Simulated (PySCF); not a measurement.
**NMR shielding calculation of Si2PH7**

Si2PH7, computed with GIAO PBE0/pcSseg-1 NMR shielding, non-relativistic, gas phase (PySCF 2.14.0).

The geometry comes from this level: GFN2-xTB, MD frame at 250 fs, 400 K. It belongs to a series of runs on one base structure; here: MD frame at 250 fs, 400 K. Figures and captions count atoms from 1; the log counts them from 0 in places.

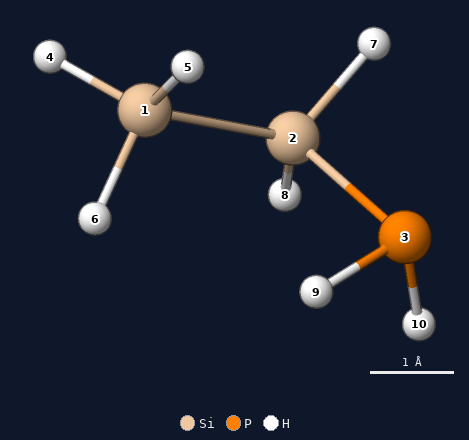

The input geometry (ball-and-stick view, seen at a tilt; atoms are numbered from 1 in the order of the input). Bond lengths as drawn: H–P 1.41 to 1.44 Å, H–Si 1.42 to 1.53 Å, P–Si 2.17 Å and Si–Si 2.39 Å.

**Input file**
```
{"job": {"kind": "nmr", "xc": "PBE0", "basis": "pcSseg-1", "pop": false}, "charge": 0, "multiplicity": 1}
Si    -1.803300    -0.320700     0.209700
Si     0.195800     0.900200    -0.260500
P      1.692200    -0.253300     0.800300
H     -2.984700     0.088600    -0.454100
H     -1.934500    -0.511800     1.667100
H     -1.679300    -1.688600    -0.368400
H      0.447800     2.187000     0.526600
H      0.755600     1.089700    -1.563500
H      1.008300    -1.489800     0.537800
H      2.592700    -0.454500    -0.262300
```

The first line tells a small driver script what to run in PySCF; the rest is the geometry in Å.

Run on 1 CPU thread, shared host.

Launch command:
```bash
OMP_NUM_THREADS=1 python <driver script> task.json out
```

**The program's output**
```
coarse grid: 9216 points
cycle   1  E = -924.0704266718  dE = -1.307e-01  |g| = 1.651e-01  |ddm| = 2.714e+00
cycle   2  E = -924.0732246870  dE = -2.798e-03  |g| = 1.359e-01  |ddm| = 4.777e-01
cycle   3  E = -924.0791823786  dE = -5.958e-03  |g| = 2.271e-02  |ddm| = 2.531e-01
cycle   4  E = -924.0793042402  dE = -1.219e-04  |g| = 2.838e-03  |ddm| = 3.321e-02
cycle   5  E = -924.0793066040  dE = -2.364e-06  |g| = 1.206e-03  |ddm| = 6.935e-03
final grid: 73384 points
cycle   6  E = -924.0954421452  dE = -9.243e-06  |g| = 2.257e-03  |ddm| = 1.690e-02
cycle   7  E = -924.0954423761  dE = -2.309e-07  |g| = 1.911e-03  |ddm| = 5.767e-03
cycle   8  E = -924.0954433726  dE = -9.965e-07  |g| = 1.606e-04  |ddm| = 3.050e-03
cycle   9  E = -924.0954433797  dE = -7.057e-09  |g| = 3.246e-05  |ddm| = 3.038e-04
cycle  10  E = -924.0954433801  dE = -3.956e-10  |g| = 8.393e-06  |ddm| = 7.188e-05
```

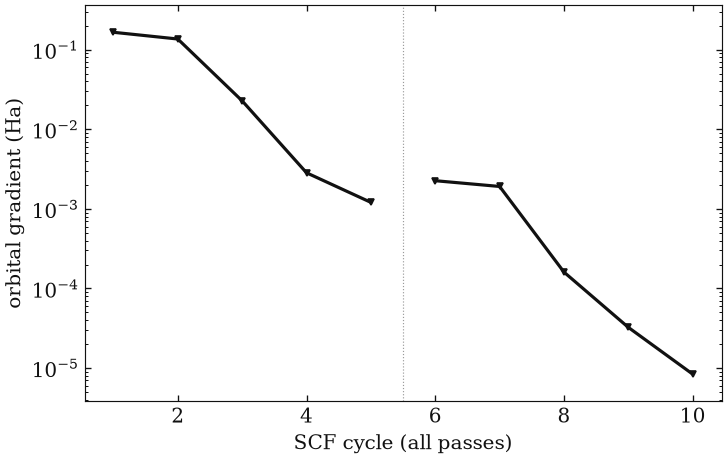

Convergence of the self-consistent field: orbital gradient against the SCF cycle. The dotted line marks the change from a coarse to the final integration grid. The first 5 cycles use a coarse grid, the final grid takes over at cycle 6, and the field converges after 10 cycles in all.

```
converged SCF energy = -924.0954433801

GIAO shielding tensors (ppm)
atom      isotropic    diamagn.    paramagn.     s11        s22        s33       span
  0 Si     449.708     879.799    -430.091    408.716    444.888    495.521     86.805
  1 Si     457.185     880.619    -423.433    436.977    459.666    474.913     37.936
  2 P      620.558     967.630    -347.072    540.244    610.625    710.803    170.559
  3 H       28.508      29.357      -0.849     24.648     25.674     35.202     10.554
  4 H       27.857      28.796      -0.939     24.490     26.084     32.996      8.507
  5 H       27.911      29.289      -1.378     24.590     26.493     32.650      8.060
  6 H       26.801      28.246      -1.444     22.370     25.352     32.682     10.312
  7 H       27.612      29.911      -2.300     23.012     26.010     33.812     10.801
  8 H       29.785      30.273      -0.489     23.503     29.569     36.282     12.779
  9 H       29.733      30.101      -0.368     24.455     26.733     38.010     13.554
```

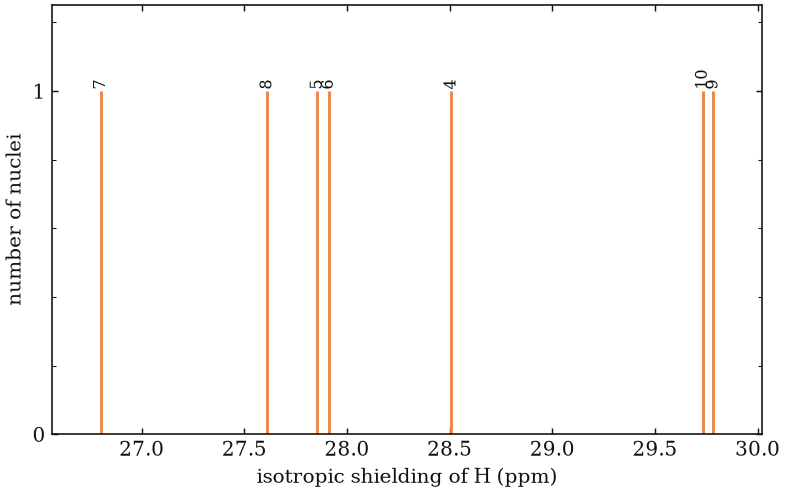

Isotropic shieldings of the hydrogen nuclei in this fixed geometry, labelled by atom number; shielding grows to the right, so chemical shift grows to the left. The least shielded is H7 (26.8 ppm), the most shielded H9 (29.8 ppm).

**Results in brief**

```json
{"quantity": "outcome", "value": "converged"}
{"quantity": "total energy", "value": "−924.095443 hartree"}
{"quantity": "HOMO", "value": "−7.28 eV"}
{"quantity": "LUMO", "value": "−0.47 eV"}
{"quantity": "dipole moment", "value": "1.55 D"}
{"quantity": "isotropic shielding, Si", "value": "449.7 to 457.2 ppm"}
{"quantity": "isotropic shielding, P", "value": "620.6 ppm"}
{"quantity": "isotropic shielding, H", "value": "26.8 to 29.8 ppm"}
{"quantity": "wall time", "value": "11 s"}
{"quantity": "peak memory", "value": "0.47 GiB"}
```
